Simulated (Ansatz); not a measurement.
# SrB2MoF6: relaxing the atoms in a fixed cell

The start is SrB2MoF6, a known structure type filled with other elements, at an estimated volume. Where does it settle when we relax the atoms in a fixed cell, and what is it like there?

Program: Ansatz 0.2.0. Level of theory: DFT, r2SCAN, no spin polarisation, plane waves, PAW. These are calculated values, not measurements.

### Step 1. The system as given

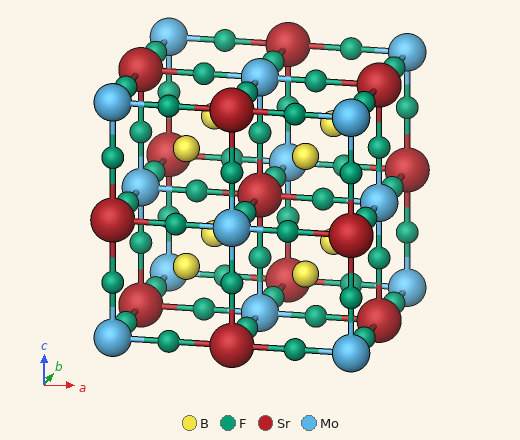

The cell, seen slightly off an axis (boron yellow, fluorine teal, strontium red, molybdenum blue). The cell drawn here is the conventional one.

Symmetry: Fm-3m, No. 225, cubic system. The conventional cell has a = 7.896 Å, b = 7.896 Å, c = 7.896 Å, α = 90.00°, β = 90.00°, γ = 90.00°. Around B (site symmetry -43m) lie 12 F at 2.79 Å. Around F (site symmetry 4mm) lie 1 Mo at 1.86 Å and 1 Sr at 2.09 Å. Sr (site symmetry m-3m) is surrounded by 6 F at 2.09 Å. Mo (site symmetry m-3m) is surrounded by 6 F at 1.86 Å.

Its coordinates follow in the input file.

It starts from an earlier solution of the starting cell (checkpoint.read).

### Step 2. Relaxing

File input.yaml:

```yaml
crystal:
  lattice:
    - [0.0, 3.94824793, 3.94824793]
    - [3.94824793, 0.0, 3.94824793]
    - [3.94824793, 3.94824793, 0.0]
  atoms:
    - { symbol: B, position: [0.25, 0.25, 0.25] }
    - { symbol: B, position: [0.75, 0.75, 0.75] }
    - { symbol: F, position: [0.765, 0.235, 0.235] }
    - { symbol: F, position: [0.235, 0.765, 0.235] }
    - { symbol: F, position: [0.235, 0.765, 0.765] }
    - { symbol: F, position: [0.765, 0.235, 0.765] }
    - { symbol: F, position: [0.235, 0.235, 0.765] }
    - { symbol: F, position: [0.765, 0.765, 0.235] }
    - { symbol: Sr, position: [0.5, 0.5, 0.5] }
    - { symbol: Mo, position: [0.0, 0.0, 0.0] }
  symmetry: { tolerance: 0.0003 }
kpoints:
  mp_grid: { grid: [8, 8, 8], shift: [0, 0, 0] }
magnetization:
  spin_polarized: false
scf:
  occupations: { method: gaussian, width: 0.0969 }
  lower_state_search: "off"
hamiltonian:
  pseudopotentials: { kind: paw }
  xc: r2scan
basis:
  ecutwfc: 500
  fft_grid_basis: typed
relax:
  max_steps: 60
  f_tol: 0.03
output:
  forces: true
  stress: true
  eigenvalues: true
  bader: true
  populations: true
  elf: true
  write_potential: true
  volumetric_format: npy
  dos:
    e_range: [-12, 8]
    de: 0.05
    projected: { site_lists: { B: [B], F: [F], Mo: [Mo], Sr: [Sr] } }
  write_density: true
checkpoint:
  read: saved_state
```

Started as:

```
> ansatz run input.yaml --threads 2 --pin off --max-ram 3584MiB --backend cpu --events-out ev --progress --plain --runs-dir out
```

The program printed, cut to the lines that bear on the results:

```text
Warning: output.stress: scf.convergence.dr2_threshold = 1e-7 eV (the SCF's general default) is looser than the 1e-9 eV advised for a printed stress (1e-10 eV for each atom of the cell: 10). What an SCF threshold leaves in a stress goes as its square root, and in the free energy as the [...]
Warning: RAYON_NUM_THREADS=2 ignored (pool sized by the plan → 2); use --threads N
[...]
Pseudopotentials: kind: paw
Pseudopotential: B, paw, valence charge 3, recommended cutoff 500 eV (meta_gga), B.paw.azcp
Pseudopotential: F, paw, valence charge 7, recommended cutoff 500 eV (meta_gga), F.paw.azcp
Pseudopotential: Sr, paw, valence charge 10, recommended cutoff 500 eV (meta_gga), Sr.paw.azcp
Pseudopotential: Mo, paw, valence charge 14, recommended cutoff 500 eV (meta_gga), Mo.paw.azcp
Functional definition: r2SCAN
[...]
Crystal: 10 atoms, lattice volume = 123.096 Å³
Basis set: ecut = 500 eV, 3119 PW (Γ), exchange–correlation on 180×180×180 points (64 copies of the dense FFT grid, shifted against one another)
Bands: 46, of which v1, the nominal top of the filled ones, is band 36 counted from 1 (35 counted from 0)
Symmetry: 48 space group operations
Space group: Fm-3m (ITA 225), of the structure as read, at distance tolerance 1.5e-3 Å
k-points: 29 of 512
[...]
SCF iter   1: F=-13685.181468 eV  HF=-13685.345863 eV  |F-HF|=1.64e-1  |Δ(HF+E_count)|=         —  Δρ=7.68e-3  dr2=1.87e-1  dr2_τ=8.94e-3  ethr=2.59e-4  ⟨swp⟩=1.2  Hψ=7427  notcnv=0
[...]
relax step   1: F+E_penalty+E_count = -13685.34127434 eV  Δ(F+E_penalty+E_count) = +0.000e0 eV  max|allowed force component| = 5.664e-1 eV/Å  Δτ_max = 0.0000 Å  (8 SCF iters, accepted)
[...]
relax step   2: F+E_penalty+E_count = -13685.36221285 eV  Δ(F+E_penalty+E_count) = -2.094e-2 eV  max|allowed force component| = 6.914e-2 eV/Å  Δτ_max = 0.0110 Å  (7 SCF iters, dr2 threshold 2.01e-5 eV, accepted)
SCF iter   1: F=-13685.354719 eV  HF=-13685.362543 eV  |F-HF|=7.82e-3  |Δ(HF+E_count)|=         —  Δρ=1.68e-3  dr2=9.01e-3  dr2_τ=1.20e-3  ethr=1.25e-4  ⟨swp⟩=1.0  Hψ=1914  notcnv=0
```

### Step 3. The output, continued

Output, continued, cut to the lines that bear on the results:

```text
[...]
SCF iter   2: F=-13685.302460 eV  HF=-13685.364857 eV  |F-HF|=6.24e-2  |Δ(HF+E_count)|=   2.31e-3  Δρ=4.79e-3  dr2=6.98e-2  dr2_τ=5.27e-3  ethr=1.25e-5  ⟨swp⟩=1.1  Hψ=1686  notcnv=0
[...]
relax step   3: F+E_penalty+E_count = -13685.36252966 eV  Δ(F+E_penalty+E_count) = -3.168e-4 eV  max|allowed force component| = 2.412e-4 eV/Å  Δτ_max = 0.0015 Å  (8 SCF iters, accepted)
[...]
SCF iter   2: F=-13685.362530 eV  HF=-13685.362530 eV  |F-HF|=1.43e-8  |Δ(HF+E_count)|=  4.67e-10  Δρ=2.37e-6  dr2=1.64e-8  dr2_τ=1.22e-9  ethr=3.23e-12  ⟨swp⟩=7.1  Hψ=7069  notcnv=0
[...]
SCF converged after 2 iterations
Free energy (F): -13685.362530 eV
[...]
E sigma→0 (E₀):  -13685.329729 eV
Entropy (-TS):   -0.065602 eV (-6.560 meV/atom)
Fermi energy:    9.062245 eV
[...]
--- Forces (eV/Å), atoms counted from 1 ---
  atom   1  B      0.00000000    -0.00000000     0.00000000
[...]
    - { symbol: Sr, position: [0.5, 0.5, 0.5] }
    - { symbol: Mo, position: [3.569843761638247e-20, 1.2357151482593863e-19, -1.2357151482593877e-19] }
--- Löwdin populations: 10 sites ---
  site symbol       q [e]
     0      B      3.1220
     1      B      3.1220
     2      F      7.4665
     3      F      7.4665
     4      F      7.4665
     5      F      7.4665
     6      F      7.4665
     7      F      7.4665
     8     Sr      8.2491
     9     Mo     12.3508
  spilling = 0.004959 (of n_electrons = 72.000000)
--- Bader charges: 10 sites ---
  site symbol  charge [e]  shift [e]
     0      B      0.1355     0.0000
     1      B      0.1355     0.0000
     2      F     -0.7422     0.0017
     3      F     -0.7422     0.0017
     4      F     -0.7422     0.0017
     5      F     -0.7422     0.0017
     6      F     -0.7422     0.0017
     7      F     -0.7422     0.0017
     8     Sr      1.6505     0.0004
     9     Mo      2.5320     0.0099
  estimated error of the sums over rays = 2.7e-4 e
```

Wall time 87 s (2 threads of Arm Neoverse V1, shared host); peak memory 0.98 GiB.

Step by step:

```csv
step,energy from step 1 (eV/cell),largest force component (eV/Å)
1,0.0000,0.5664
2,-0.0209,0.0691
3,-0.0213,0.0002
```

Step 1 is the start.

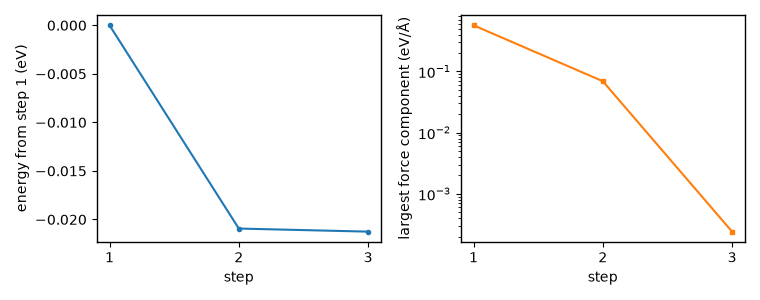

Energy and largest force along the relaxation.

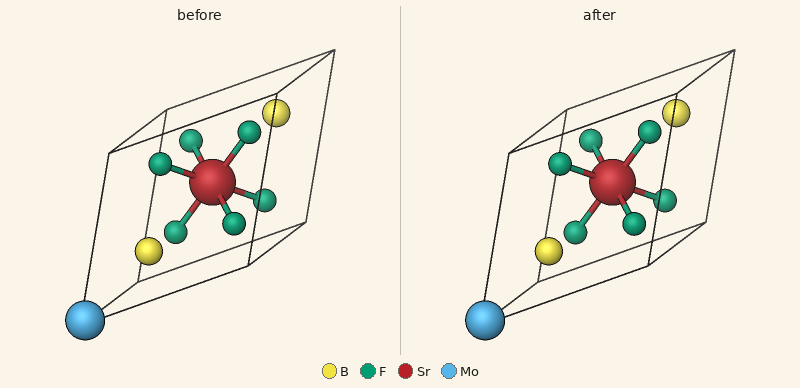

The structure before (left) and after (right), drawn at the same scale. Each atom of the cell is drawn once.

The largest move, 0.01 Å, is shared by several atoms, F5 among them.

### Step 4. Total and projected density of states

States per cell by energy window, from dos.tsv and pdos.tsv (tetrahedra; eV from the Fermi level):

```csv
from,to,total,B s,B p,F p,Mo d
-8.0,-7.0,13.90,0.05,0.09,13.23,0.05
-7.0,-6.0,3.28,0.11,0.01,2.85,0.00
-6.0,-5.0,3.76,2.88,0.02,0.72,0.02
-5.0,-4.0,0.11,0.07,0.00,0.03,0.00
-4.0,-3.0,0.00,0.00,0.00,0.00,0.00
-3.0,-2.0,0.00,0.00,0.00,0.00,0.00
-2.0,-1.0,0.00,0.00,0.00,0.00,0.00
-1.0,0.0,3.60,0.01,1.64,0.30,1.46
0.0,1.0,11.09,0.04,6.49,1.26,3.02
1.0,2.0,3.33,0.00,2.99,0.14,0.16
2.0,3.0,0.00,0.00,0.00,0.00,0.00
3.0,4.0,0.00,0.00,0.00,0.00,0.00
4.0,5.0,0.68,0.00,0.00,0.12,0.45
```

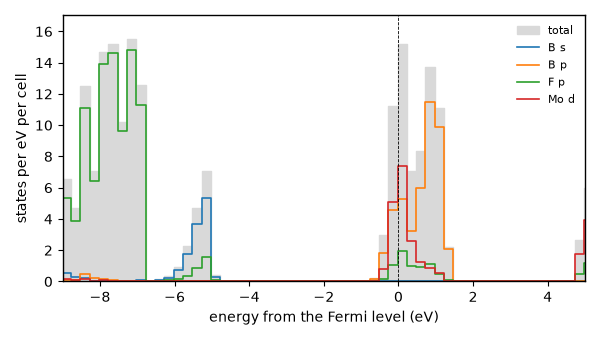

Total and projected density of states, in bins of 0.25 eV.

### Step 5. How the electrons are shared

Gathered by element (positive charge: electrons given up): Löwdin charges also hold the electrons that the projection spills.

```csv
element,atoms,Bader charge (e),Bader volume (Å³),Löwdin charge (e)
B,2,+0.14,17.9,-0.12
F,6,-0.74,11.0,-0.47
Sr,1,+1.65,12.5,+1.75
Mo,1,+2.53,8.8,+1.65
```

Löwdin charges rest on a small set of atomic orbitals that misses 0.5 % of the electrons, so they need not add up to the cell's charge and can differ from Bader's even in sign.

### Step 6. Fields in real space

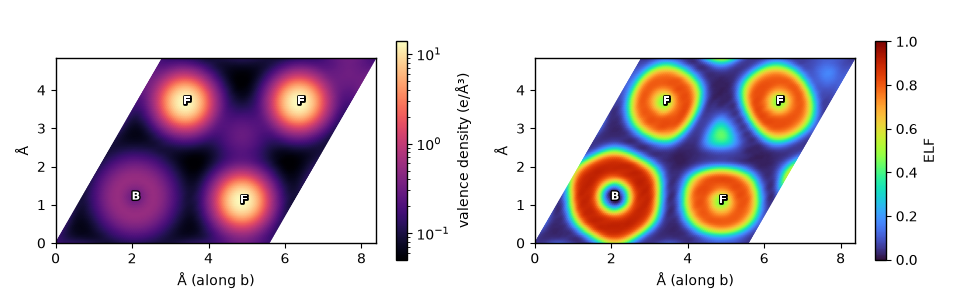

Valence density (left, log scale) and ELF (right) in the plane spanned by b and c at height 0.250 along a (axes of the input's cell); atoms within 0.2 Å are lettered. Near the nuclei they are pseudo-fields.

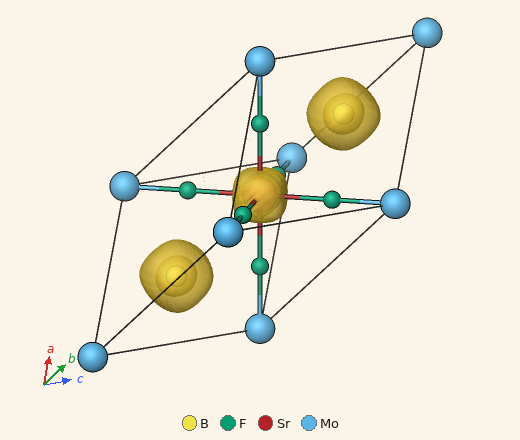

Surface of ELF = 0.83 in one cell.

At the density minimum on some short contacts:

```csv
contact,length (Å),minimum at (fraction),density (e/Å³),ELF
F3–Sr9,2.105,0.45,0.522,0.12
B1–F3,2.795,0.53,0.094,0.05
```

### Step 7. Summary of results

| quantity | value |
| --- | --- |
| moves | 2 |
| energy gained | 2.1 meV/atom |
| largest move | 0.01 Å (F) |
| space group (0.01 Å), before / after | Fm-3m / Fm-3m |
| pressure left in the fixed cell | 41.0 GPa |
| character | metal |
| density of states, mean within 0.25 eV of the Fermi level | 13 per eV per cell |
| Bader charges | B +0.14, F -0.74, Sr +1.65, Mo +2.53 e |

In words: In the fixed cell the largest move of an atom is 0.01 Å; the energy fell by 2.1 meV per atom. The fixed cell still holds a mean pressure of 41.0 GPa, so it would expand if let free. The run held to 48 symmetry operations, so a lower structure without them is not ruled out. It is a metal; within 0.25 eV of the Fermi level the density of states averages 13 per eV per cell, mostly Mo d (45 %) and B p (39 %). By Bader's partition Mo gives up most (+2.53 e) and F takes most (-0.74 e).

Caveats: many states at the Fermi level without spin polarisation, so a magnetic state may lie lower; atoms or cell far from equilibrium; the SCF threshold is loose for a stress.
